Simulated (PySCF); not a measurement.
## NMR shielding calculation, with input and output: C$_{5}$H$_{9}$FSi

System: C$_{5}$H$_{9}$FSi.
Method: GIAO PBE0/pcSseg-1 NMR shielding, non-relativistic, gas phase (PySCF 2.14.0).

The geometry comes from this level: GFN2-xTB. Figures and captions count atoms from 1; the log counts them from 0 in places.

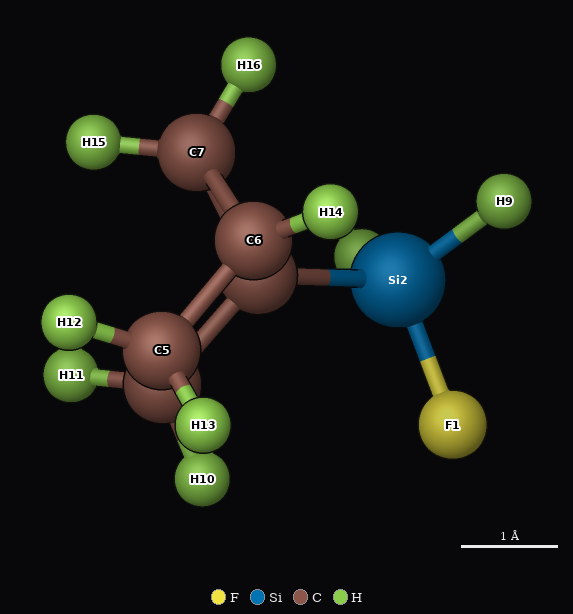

**Figure 1.** The structure as given in the input (ball-and-stick view, seen at a tilt; atoms are numbered from 1 in the order of the input).

## Results in brief

- outcome: converged
- total energy: −584.786430 hartree
- HOMO: −7.65 eV
- LUMO: 0.48 eV
- dipole moment: 1.92 D
- isotropic shielding, F: 396.7 ppm
- isotropic shielding, Si: 347.3 ppm
- isotropic shielding, C: 162.0 to 173.1 ppm
- isotropic shielding, H: 26.4 to 31.2 ppm
- hardware: 1 CPU thread, shared host
- wall time: 43 s
- peak memory: 0.77 GiB

## Input
```
{"job": {"kind": "nmr", "xc": "PBE0", "basis": "pcSseg-1"}, "charge": 0, "multiplicity": 1}
F      2.744374    -1.124261    -0.331329
Si     2.128305     0.162345     0.422172
C      0.306089     0.225335     0.022023
C     -0.351684    -0.212370    -1.292834
C     -1.524414    -0.819054    -0.499707
C     -0.878018    -0.345917     0.791679
C     -0.665664     1.126048     0.737528
H      2.866640     1.291377    -0.127454
H      2.364203    -0.083127     1.838332
H      0.229905    -0.954641    -1.834656
H     -0.607559     0.602292    -1.970860
H     -2.510398    -0.399941    -0.704949
H     -1.575468    -1.902456    -0.580941
H     -0.885708    -0.897587     1.718149
H     -1.340042     1.742873     0.159925
H     -0.308161     1.598029     1.641512
```

The first line tells a small driver script what to run in PySCF; the rest is the geometry in Å.

Launched with:
```bash
OMP_NUM_THREADS=1 python <driver script> task.json out
```

## The program's output
```
coarse grid: 13720 points
cycle   1  E = -584.6693591342  dE =  9.634e-01  |g| = 6.002e-01  |ddm| = 3.616e+00
cycle   2  E = -584.6058949688  dE =  6.346e-02  |g| = 8.867e-01  |ddm| = 1.208e+00
cycle   3  E = -584.7385504191  dE = -1.327e-01  |g| = 5.013e-02  |ddm| = 7.422e-01
cycle   4  E = -584.7388556799  dE = -3.053e-04  |g| = 3.070e-02  |ddm| = 6.356e-02
cycle   5  E = -584.7390580578  dE = -2.024e-04  |g| = 6.302e-03  |ddm| = 3.116e-02
cycle   6  E = -584.7390659316  dE = -7.874e-06  |g| = 1.638e-03  |ddm| = 7.960e-03
final grid: 127920 points
cycle   7  E = -584.7864103836  dE = -3.902e-05  |g| = 8.733e-03  |ddm| = 3.413e-02
cycle   8  E = -584.7863937977  dE =  1.659e-05  |g| = 1.204e-02  |ddm| = 2.008e-02
cycle   9  E = -584.7864302842  dE = -3.649e-05  |g| = 5.855e-04  |ddm| = 1.153e-02
cycle  10  E = -584.7864303407  dE = -5.649e-08  |g| = 2.448e-04  |ddm| = 5.958e-04
cycle  11  E = -584.7864303524  dE = -1.174e-08  |g| = 6.015e-05  |ddm| = 2.293e-04
cycle  12  E = -584.7864303531  dE = -6.589e-10  |g| = 1.737e-05  |ddm| = 7.666e-05
```

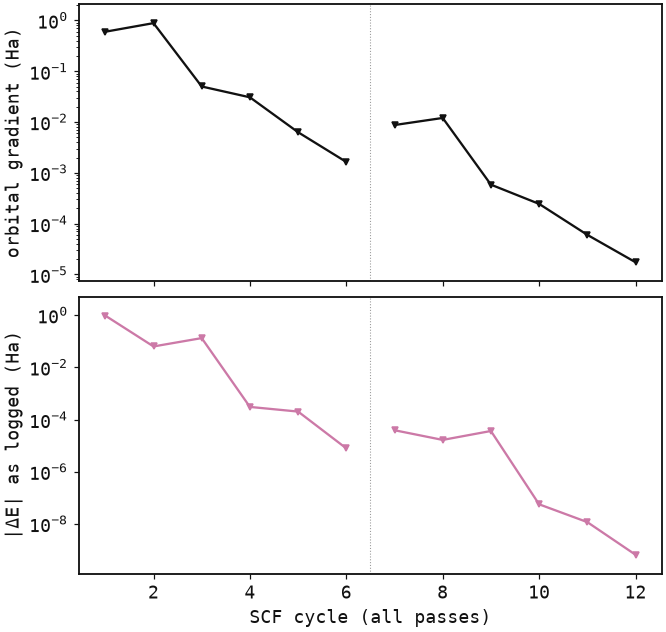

**Figure 2.** Convergence of the self-consistent field: orbital gradient and size of the energy change against the SCF cycle. The dotted line marks the change from a coarse to the final integration grid. The first 6 cycles use a coarse grid, the final grid takes over at cycle 7, and the field converges after 12 cycles in all.

```
converged SCF energy = -584.7864303531

GIAO shielding tensors (ppm)
atom      isotropic    diamagn.    paramagn.     s11        s22        s33       span
  0 F      396.678     468.948     -72.271    375.618    387.061    427.354     51.736
  1 Si     347.273     878.156    -530.883    297.013    338.831    405.976    108.963
  2 C      173.085     255.668     -82.583    139.087    156.405    223.762     84.676
  3 C      162.035     246.828     -84.793    149.012    159.797    177.294     28.282
  4 C      162.469     249.766     -87.297    152.531    158.164    176.712     24.181
  5 C      165.000     251.079     -86.079    136.247    151.305    207.447     71.200
  6 C      168.276     252.734     -84.459    147.828    152.111    204.887     57.059
  7 H       26.388      28.576      -2.188     22.082     25.311     31.770      9.688
  8 H       27.075      29.160      -2.085     23.341     25.710     32.175      8.834
  9 H       29.347      30.618      -1.270     25.532     27.483     35.027      9.494
 10 H       30.333      30.099       0.234     26.397     26.828     37.774     11.377
 11 H       30.117      29.559       0.558     25.823     26.731     37.798     11.975
 12 H       29.486      30.380      -0.894     25.846     26.818     35.793      9.947
 13 H       30.024      32.542      -2.518     24.554     26.541     38.977     14.423
 14 H       31.208      31.702      -0.495     25.524     28.780     39.320     13.796
 15 H       31.122      31.960      -0.839     25.323     27.896     40.147     14.824
```

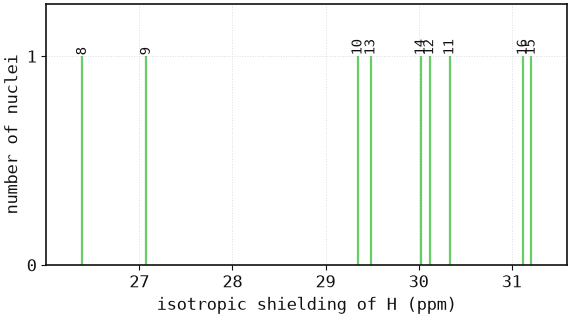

**Figure 3.** Isotropic shieldings of the hydrogen nuclei in this fixed geometry, labelled by atom number; shielding grows to the right, so chemical shift grows to the left. The least shielded is H8 (26.4 ppm), the most shielded H15 (31.2 ppm).

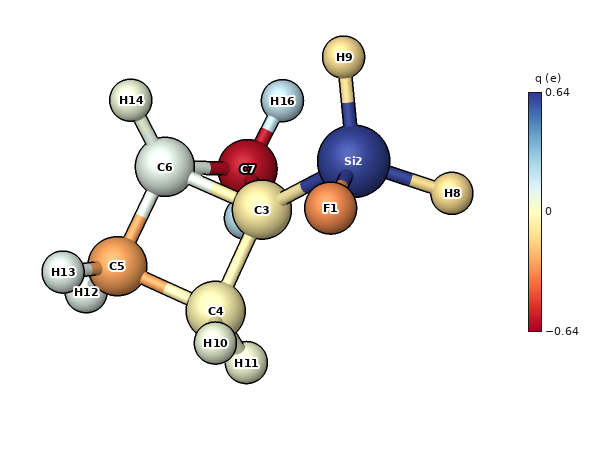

**Figure 4.** ESP-fitted charges, as the colour of each atom (ball-and-stick view, seen at a tilt; atoms are numbered from 1 in the order of the input). By element: F −0.32, Si +0.61, C −0.59 to +0.10 and H −0.12 to +0.22 e.
